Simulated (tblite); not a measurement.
## Saddle-point search of C$_{8}$H$_{11}$ (charge +1)

C$_{8}$H$_{11}$, charge +1, computed with GFN2-xTB saddle search (eigenvector following) and harmonic vibrations, gas phase (tblite 0.8.0).

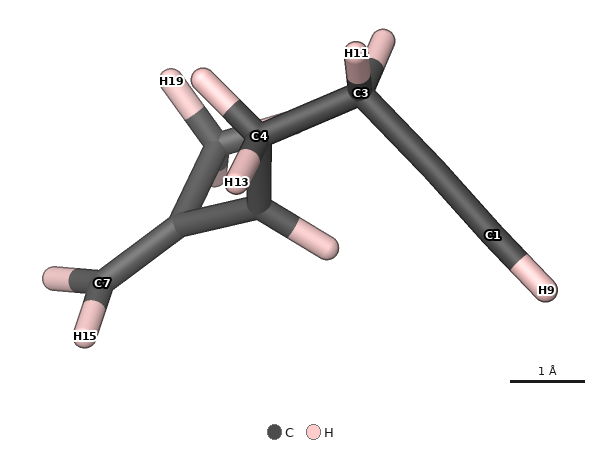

The structure as given in the input (stick view, seen at a tilt; atoms are numbered from 1 in the order of the input). Bond lengths as drawn: C–C 1.20 to 1.54 Å and C–H 1.05 to 1.11 Å.

## Input
```
{"job": {"xc": "GFN2-xTB", "basis": "xTB", "kind": "saddle"}, "charge": 1, "multiplicity": 1}
C      3.092690     0.422274     1.528428
C      2.530964    -0.308052     0.764210
C      1.812571    -1.151516    -0.171197
C      0.688054    -0.375181    -0.878505
C     -0.164368     0.407536    -0.005728
C     -1.519578     0.730917    -0.257519
C     -2.262440     1.665026    -0.797944
C     -1.943775    -0.565667     0.461540
H      3.620132     1.038216     2.195301
H      1.393376    -2.009807     0.362554
H      2.512838    -1.534891    -0.916133
H      0.130660    -0.997117    -1.583857
H      1.166231     0.414582    -1.486948
H      0.290652     0.759955     0.921323
H     -1.818982     2.525948    -1.267909
H     -3.336629     1.610357    -0.796321
H     -1.174261    -1.038092     1.084404
H     -2.760728    -0.304897     1.133994
H     -2.257407    -1.289590    -0.289692
```

The first line tells a small driver script what to run in tblite; the rest is the geometry in Å.

Launched with:
```bash
OMP_NUM_THREADS=1 python <driver script> task.json out
```

## Log
```
step      E/eV     max force
  0    -602.45574   0.0227
  1    -602.45724   0.0632
  2    -602.45746   0.0192
  3    -602.45810   0.0312
  4    -602.45808   0.0418
  5    -602.45694   0.0343
  6    -602.45439   0.0233
  7    -602.45473   0.0803
  8    -602.45458   0.0221
  9    -602.45623   0.0377
 10    -602.45975   0.0447
 11    -602.46227   0.0278
 12    -602.46681   0.0427
 13    -602.47073   0.0708
 14    -602.47423   0.0273
 15    -602.47748   0.0942
 16    -602.47578   0.0093
 17    -602.47762   0.0180
 18    -602.47917   0.0203
 19    -602.48039   0.0280
 20    -602.48126   0.0368
 21    -602.48187   0.0146
 22    -602.48209   0.0251
 23    -602.48212   0.0010
lowest wavenumbers (cm-1): -45.1 45.1 75.6 148.0 167.4 195.5
```

## Trajectory as extended XYZ (Å, eV, eV/Å), 12 frames, from step=0 to step=23
```
19
Properties=species:S:1:pos:R:3:forces:R:3 step=0 energy=-602.45574
C     3.0927    0.4223    1.5284   -0.0040  -0.0050   0.0040
C     2.5310   -0.3081    0.7642   -0.0020  -0.0020   0.0000
C     1.8126   -1.1515   -0.1712   -0.0020   0.0020  -0.0020
C     0.6881   -0.3752   -0.8785    0.0050   0.0100  -0.0070
C    -0.1644    0.4075   -0.0057    0.0000  -0.0030  -0.0030
C    -1.5196    0.7309   -0.2575    0.0000  -0.0020  -0.0040
C    -2.2624    1.6650   -0.7979   -0.0020  -0.0080  -0.0090
C    -1.9438   -0.5657    0.4615    0.0020   0.0050   0.0080
H     3.6201    1.0382    2.1953   -0.0020  -0.0080   0.0050
H     1.3934   -2.0098    0.3626   -0.0090   0.0040  -0.0050
H     2.5128   -1.5349   -0.9161   -0.0010  -0.0010   0.0010
H     0.1307   -0.9971   -1.5839    0.0080   0.0150  -0.0150
H     1.1662    0.4146   -1.4869    0.0110   0.0110   0.0010
H     0.2907    0.7600    0.9213   -0.0050  -0.0190   0.0080
H    -1.8190    2.5259   -1.2679   -0.0050  -0.0100  -0.0160
H    -3.3366    1.6104   -0.7963   -0.0030  -0.0080  -0.0010
H    -1.1743   -1.0381    1.0844    0.0060   0.0040   0.0040
H    -2.7607   -0.3049    1.1340    0.0120   0.0080   0.0150
H    -2.2574   -1.2896   -0.2897   -0.0080   0.0070   0.0140
19
Properties=species:S:1:pos:R:3:forces:R:3 step=2 energy=-602.45746
C     3.0902    0.4314    1.5222   -0.0010  -0.0050   0.0060
C     2.5337   -0.3056    0.7607   -0.0020  -0.0040   0.0000
C     1.8166   -1.1511   -0.1741   -0.0020   0.0010  -0.0020
C     0.6919   -0.3730   -0.8784    0.0040   0.0040  -0.0050
C    -0.1669    0.3944    0.0018   -0.0020  -0.0010  -0.0030
C    -1.5189    0.7267   -0.2545    0.0000  -0.0030  -0.0020
C    -2.2535    1.6611   -0.8051   -0.0050  -0.0030  -0.0100
C    -1.9539   -0.5645    0.4676    0.0030   0.0070   0.0060
H     3.6144    1.0523    2.1869    0.0000  -0.0090   0.0070
H     1.3983   -2.0099    0.3595   -0.0070   0.0020  -0.0050
H     2.5168   -1.5334   -0.9195   -0.0010   0.0010  -0.0010
H     0.1404   -0.9875   -1.5947    0.0030   0.0090  -0.0110
H     1.1685    0.4269   -1.4748    0.0080   0.0110   0.0000
H     0.2815    0.7285    0.9383    0.0000  -0.0040   0.0120
H    -1.8028    2.5189   -1.2737   -0.0040  -0.0060  -0.0140
H    -3.3278    1.6118   -0.8094   -0.0070  -0.0080  -0.0050
H    -1.1816   -1.0563    1.0715    0.0120  -0.0010   0.0050
H    -2.7523   -0.2933    1.1577    0.0090   0.0080   0.0150
H    -2.2947   -1.2775   -0.2818   -0.0080   0.0010   0.0070
19
Properties=species:S:1:pos:R:3:forces:R:3 step=4 energy=-602.45808
C     3.1329    0.4409    1.5029   -0.0050  -0.0080   0.0040
C     2.5608   -0.2936    0.7506   -0.0010  -0.0020   0.0040
C     1.8328   -1.1369   -0.1783   -0.0030   0.0010  -0.0030
C     0.6958   -0.3588   -0.8599    0.0020   0.0110  -0.0050
C    -0.1803    0.3685    0.0361    0.0040   0.0050  -0.0020
C    -1.5265    0.7103   -0.2430   -0.0190   0.0110  -0.0140
C    -2.2332    1.6413   -0.8370    0.0070  -0.0240   0.0060
C    -2.0018   -0.5647    0.4798    0.0040  -0.0130   0.0100
H     3.6685    1.0603    2.1599   -0.0050  -0.0100   0.0080
H     1.4274   -2.0016    0.3555   -0.0040   0.0010  -0.0060
H     2.5238   -1.5102   -0.9370   -0.0030   0.0020   0.0010
H     0.1582   -0.9578   -1.6004    0.0030   0.0100   0.0010
H     1.1580    0.4699   -1.4303   -0.0010  -0.0040   0.0050
H     0.2431    0.6623    0.9977   -0.0040  -0.0010  -0.0140
H    -1.7586    2.4914   -1.2962   -0.0090  -0.0080  -0.0060
H    -3.3075    1.6016   -0.8767    0.0080  -0.0070  -0.0010
H    -1.2294   -1.1055    1.0422   -0.0150   0.0160  -0.0140
H    -2.7619   -0.2692    1.2034    0.0290  -0.0060  -0.0050
H    -2.4021   -1.2484   -0.2693    0.0120   0.0240   0.0320
19
Properties=species:S:1:pos:R:3:forces:R:3 step=6 energy=-602.45439
C     3.1733    0.4594    1.4752   -0.0140  -0.0180  -0.0050
C     2.5819   -0.2807    0.7436    0.0060   0.0060   0.0130
C     1.8364   -1.1315   -0.1651    0.0020  -0.0010   0.0000
C     0.6978   -0.3532   -0.8425    0.0020   0.0020  -0.0030
C    -0.1909    0.3525    0.0572   -0.0020   0.0040  -0.0040
C    -1.5321    0.7020   -0.2374    0.0000   0.0020  -0.0030
C    -2.2213    1.6389   -0.8425    0.0010  -0.0060  -0.0010
C    -2.0311   -0.5730    0.4680    0.0060  -0.0010   0.0060
H     3.7237    1.0843    2.1148   -0.0100  -0.0140   0.0060
H     1.4326   -1.9871    0.3844   -0.0010   0.0050  -0.0100
H     2.5158   -1.5181   -0.9279   -0.0030   0.0040   0.0030
H     0.1693   -0.9443   -1.5959    0.0000   0.0040  -0.0040
H     1.1557    0.4865   -1.3997    0.0030   0.0020  -0.0020
H     0.2136    0.6196    1.0341    0.0020   0.0070  -0.0070
H    -1.7337    2.4910   -1.2840   -0.0080  -0.0080  -0.0060
H    -3.2945    1.6047   -0.9044   -0.0040  -0.0060  -0.0010
H    -1.2651   -1.1468    1.0042    0.0030   0.0100  -0.0040
H    -2.7733   -0.2761    1.2084    0.0140   0.0010   0.0040
H    -2.4581   -1.2284   -0.2905    0.0040   0.0050   0.0160
19
Properties=species:S:1:pos:R:3:forces:R:3 step=8 energy=-602.45458
C     3.1717    0.4616    1.4778   -0.0080  -0.0100   0.0030
C     2.5842   -0.2778    0.7426   -0.0010  -0.0010   0.0060
C     1.8434   -1.1277   -0.1706    0.0000   0.0000  -0.0020
C     0.6999   -0.3526   -0.8429    0.0010   0.0030  -0.0030
C    -0.1908    0.3459    0.0596    0.0010   0.0040  -0.0030
C    -1.5319    0.6966   -0.2354   -0.0020   0.0000  -0.0020
C    -2.2145    1.6326   -0.8498   -0.0020  -0.0050  -0.0020
C    -2.0419   -0.5700    0.4760    0.0030  -0.0030   0.0060
H     3.7186    1.0861    2.1206   -0.0080  -0.0110   0.0090
H     1.4449   -1.9886    0.3743   -0.0020   0.0010  -0.0080
H     2.5248   -1.5061   -0.9356   -0.0010   0.0030   0.0000
H     0.1736   -0.9425   -1.5988    0.0000   0.0040  -0.0030
H     1.1524    0.4921   -1.3976    0.0030   0.0010  -0.0020
H     0.2099    0.6045    1.0403    0.0030   0.0070  -0.0070
H    -1.7217    2.4810   -1.2925   -0.0080  -0.0050  -0.0070
H    -3.2876    1.6029   -0.9151   -0.0030  -0.0060  -0.0010
H    -1.2753   -1.1591    0.9941    0.0000   0.0100  -0.0020
H    -2.7661   -0.2639    1.2304    0.0160  -0.0010   0.0010
H    -2.4934   -1.2149   -0.2774    0.0080   0.0080   0.0190
19
Properties=species:S:1:pos:R:3:forces:R:3 step=10 energy=-602.45975
C     3.1467    0.4380    1.5138   -0.0240  -0.0320  -0.0200
C     2.5784   -0.2849    0.7469    0.0160   0.0180   0.0250
C     1.8597   -1.1158   -0.2009    0.0080   0.0000   0.0070
C     0.7078   -0.3409   -0.8586    0.0000   0.0020  -0.0040
C    -0.1813    0.3476    0.0501   -0.0060   0.0050  -0.0070
C    -1.5296    0.6832   -0.2339   -0.0060  -0.0010   0.0000
C    -2.2096    1.6009   -0.8807    0.0050  -0.0090   0.0010
C    -2.0535   -0.5514    0.5196   -0.0100   0.0080   0.0000
H     3.6775    1.0484    2.1837   -0.0130  -0.0180  -0.0010
H     1.4697   -1.9999    0.3129    0.0020   0.0090  -0.0110
H     2.5536   -1.4598   -0.9712   -0.0050   0.0050   0.0080
H     0.1825   -0.9246   -1.6202    0.0000   0.0040  -0.0030
H     1.1527    0.5139   -1.4050    0.0040   0.0030  -0.0020
H     0.2202    0.5997    1.0318    0.0040   0.0080  -0.0010
H    -1.7157    2.4356   -1.3479   -0.0090  -0.0100  -0.0040
H    -3.2830    1.5730   -0.9414   -0.0050  -0.0050  -0.0010
H    -1.2821   -1.1594    1.0056    0.0060   0.0030   0.0030
H    -2.7347   -0.2147    1.3008    0.0220  -0.0010  -0.0110
H    -2.5593   -1.1888   -0.2053    0.0110   0.0120   0.0220
19
Properties=species:S:1:pos:R:3:forces:R:3 step=12 energy=-602.46681
C     3.1168    0.3929    1.5577   -0.0220  -0.0300  -0.0210
C     2.5614   -0.3063    0.7598    0.0140   0.0210   0.0250
C     1.8576   -1.1100   -0.2212    0.0030   0.0020   0.0090
C     0.7152   -0.3200   -0.8799    0.0010   0.0030   0.0020
C    -0.1721    0.3713    0.0280   -0.0040   0.0060  -0.0020
C    -1.5289    0.6824   -0.2427   -0.0120   0.0110  -0.0040
C    -2.2298    1.5704   -0.9094    0.0090  -0.0120   0.0050
C    -2.0302   -0.5327    0.5565    0.0020   0.0080  -0.0030
H     3.6371    0.9823    2.2540   -0.0120  -0.0170  -0.0020
H     1.4564   -2.0057    0.2631    0.0020   0.0070  -0.0090
H     2.5635   -1.4365   -0.9878    0.0010   0.0020   0.0010
H     0.1897   -0.8947   -1.6477    0.0010   0.0030  -0.0030
H     1.1727    0.5363   -1.4136    0.0010   0.0010   0.0000
H     0.2381    0.6399    1.0021   -0.0010   0.0050  -0.0080
H    -1.7541    2.3982   -1.4073   -0.0120  -0.0180   0.0020
H    -3.3037    1.5264   -0.9540    0.0060  -0.0050  -0.0010
H    -1.2439   -1.1376    1.0219    0.0060   0.0030  -0.0020
H    -2.6778   -0.1776    1.3569    0.0090   0.0060  -0.0010
H    -2.5679   -1.1792   -0.1361    0.0060   0.0030   0.0140
19
Properties=species:S:1:pos:R:3:forces:R:3 step=14 energy=-602.47423
C     3.0734    0.3310    1.6120   -0.0120  -0.0170  -0.0060
C     2.5350   -0.3373    0.7769    0.0060   0.0140   0.0080
C     1.8513   -1.1041   -0.2460   -0.0030   0.0040   0.0070
C     0.7232   -0.2925   -0.9067    0.0080   0.0090   0.0070
C    -0.1608    0.4056   -0.0008    0.0020   0.0060   0.0120
C    -1.5276    0.6850   -0.2540   -0.0200   0.0110  -0.0070
C    -2.2583    1.5315   -0.9429    0.0110  -0.0160   0.0080
C    -1.9918   -0.5072    0.6013    0.0160   0.0060  -0.0100
H     3.5794    0.8917    2.3417   -0.0090  -0.0130  -0.0040
H     1.4345   -2.0129    0.1994    0.0020   0.0060  -0.0070
H     2.5732   -1.4093   -1.0062    0.0010   0.0000  -0.0010
H     0.1969   -0.8561   -1.6815    0.0010   0.0010  -0.0020
H     1.1989    0.5636   -1.4245   -0.0020  -0.0050   0.0010
H     0.2616    0.7007    0.9609   -0.0090  -0.0030  -0.0220
H    -1.8091    2.3496   -1.4803   -0.0140  -0.0220   0.0080
H    -3.3321    1.4638   -0.9661    0.0190  -0.0020   0.0010
H    -1.1851   -1.1001    1.0477   -0.0040   0.0100  -0.0090
H    -2.6046   -0.1306    1.4186    0.0030   0.0100   0.0060
H    -2.5579   -1.1723   -0.0495    0.0050   0.0010   0.0090
19
Properties=species:S:1:pos:R:3:forces:R:3 step=16 energy=-602.47578
C     3.0608    0.3137    1.6260   -0.0060  -0.0070  -0.0010
C     2.5243   -0.3449    0.7824    0.0010   0.0020   0.0060
C     1.8421   -1.1058   -0.2454   -0.0010   0.0010  -0.0010
C     0.7219   -0.2878   -0.9116    0.0020   0.0030  -0.0020
C    -0.1608    0.4185   -0.0093    0.0010   0.0020   0.0020
C    -1.5282    0.6929   -0.2609   -0.0030   0.0000  -0.0010
C    -2.2720    1.5294   -0.9459    0.0000  -0.0040   0.0000
C    -1.9674   -0.5032    0.6024    0.0040   0.0020   0.0010
H     3.5661    0.8676    2.3610   -0.0040  -0.0060   0.0040
H     1.4181   -2.0129    0.1961   -0.0010   0.0000  -0.0040
H     2.5665   -1.4140   -1.0021    0.0000   0.0010   0.0000
H     0.1936   -0.8523   -1.6842    0.0000   0.0020  -0.0020
H     1.2046    0.5630   -1.4306    0.0010   0.0000  -0.0010
H     0.2665    0.7298    0.9444   -0.0010   0.0020  -0.0070
H    -1.8347    2.3481   -1.4909   -0.0050  -0.0050  -0.0020
H    -3.3448    1.4515   -0.9610    0.0010  -0.0030   0.0000
H    -1.1501   -1.0839    1.0462    0.0010   0.0040  -0.0010
H    -2.5775   -0.1297    1.4235    0.0050   0.0030   0.0030
H    -2.5290   -1.1799   -0.0403    0.0040   0.0030   0.0060
19
Properties=species:S:1:pos:R:3:forces:R:3 step=18 energy=-602.47917
C     3.0245    0.2699    1.6624   -0.0100  -0.0130  -0.0120
C     2.4985   -0.3682    0.7965    0.0060   0.0100   0.0140
C     1.8271   -1.1070   -0.2543    0.0000   0.0010   0.0040
C     0.7250   -0.2706   -0.9302    0.0040   0.0030   0.0010
C    -0.1547    0.4478   -0.0325   -0.0020   0.0030   0.0030
C    -1.5272    0.7030   -0.2731   -0.0090   0.0040  -0.0030
C    -2.2996    1.5108   -0.9599    0.0070  -0.0090   0.0050
C    -1.9209   -0.4876    0.6218    0.0030   0.0020  -0.0040
H     3.5215    0.8053    2.4168   -0.0060  -0.0080  -0.0030
H     1.3857   -2.0158    0.1668    0.0010   0.0050  -0.0040
H     2.5617   -1.4123   -1.0023   -0.0010   0.0000   0.0010
H     0.1938   -0.8305   -1.7036    0.0010   0.0010  -0.0010
H     1.2261    0.5724   -1.4433    0.0000  -0.0020   0.0000
H     0.2836    0.7880    0.9062   -0.0030   0.0010  -0.0080
H    -1.8885    2.3265   -1.5297   -0.0060  -0.0100   0.0030
H    -3.3708    1.4111   -0.9547    0.0060  -0.0020   0.0000
H    -1.0842   -1.0478    1.0570   -0.0010   0.0050  -0.0030
H    -2.5163   -0.1097    1.4519    0.0040   0.0020  -0.0010
H    -2.4854   -1.1855    0.0044    0.0070   0.0060   0.0070
19
Properties=species:S:1:pos:R:3:forces:R:3 step=20 energy=-602.48126
C     2.9901    0.2242    1.6983   -0.0170  -0.0210  -0.0250
C     2.4773   -0.3897    0.8070    0.0140   0.0180   0.0230
C     1.8210   -1.1022   -0.2710    0.0060   0.0000   0.0100
C     0.7316   -0.2496   -0.9494   -0.0020   0.0000   0.0010
C    -0.1467    0.4724   -0.0532   -0.0090   0.0020  -0.0070
C    -1.5255    0.7041   -0.2804   -0.0070   0.0080  -0.0030
C    -2.3190    1.4802   -0.9799    0.0110  -0.0080   0.0070
C    -1.8907   -0.4669    0.6519   -0.0100   0.0050  -0.0020
H     3.4759    0.7381    2.4749   -0.0080  -0.0100  -0.0100
H     1.3676   -2.0172    0.1233    0.0030   0.0070  -0.0040
H     2.5668   -1.3958   -1.0126   -0.0010   0.0010   0.0040
H     0.1997   -0.8022   -1.7272    0.0010   0.0000   0.0000
H     1.2461    0.5908   -1.4527    0.0010   0.0000   0.0000
H     0.2976    0.8306    0.8752    0.0010   0.0030   0.0040
H    -1.9288    2.2873   -1.5759   -0.0030  -0.0090   0.0040
H    -3.3881    1.3634   -0.9581    0.0010  -0.0010   0.0000
H    -1.0411   -1.0181    1.0725    0.0030  -0.0020  -0.0010
H    -2.4615   -0.0722    1.4918    0.0080  -0.0020  -0.0120
H    -2.4724   -1.1773    0.0655    0.0070   0.0070   0.0100
19
Properties=species:S:1:pos:R:3:forces:R:3 step=23 energy=-602.48212
C     2.9482    0.1745    1.7357    0.0000  -0.0010   0.0000
C     2.4509   -0.4127    0.8186    0.0000   0.0010   0.0000
C     1.8110   -1.0986   -0.2853    0.0000   0.0000   0.0000
C     0.7374   -0.2288   -0.9693    0.0000   0.0000   0.0000
C    -0.1391    0.5009   -0.0765    0.0000   0.0000   0.0000
C    -1.5232    0.7091   -0.2898    0.0000   0.0000   0.0000
C    -2.3422    1.4506   -0.9962    0.0000  -0.0010   0.0000
C    -1.8498   -0.4449    0.6782    0.0000   0.0000   0.0000
H     3.4214    0.6657    2.5340    0.0000   0.0000   0.0000
H     1.3438   -2.0175    0.0828    0.0000   0.0000   0.0000
H     2.5689   -1.3837   -1.0178    0.0000   0.0000   0.0000
H     0.2039   -0.7759   -1.7495    0.0000   0.0000   0.0000
H     1.2676    0.6055   -1.4653    0.0000   0.0000   0.0000
H     0.3126    0.8834    0.8385    0.0000   0.0000   0.0000
H    -1.9775    2.2493   -1.6186    0.0000   0.0000   0.0000
H    -3.4084    1.3134   -0.9549    0.0000   0.0000   0.0000
H    -0.9847   -0.9825    1.0855    0.0000   0.0000   0.0000
H    -2.3985   -0.0360    1.5255    0.0000   0.0000   0.0000
H    -2.4423   -1.1718    0.1243    0.0000   0.0000   0.0000
```

## Summary

- outcome: converged
- total energy: −602.4821 eV
- point group: C1
- hardware: 1 CPU thread, shared host
- wall time: 5.2 s
- peak memory: 0.2 GiB
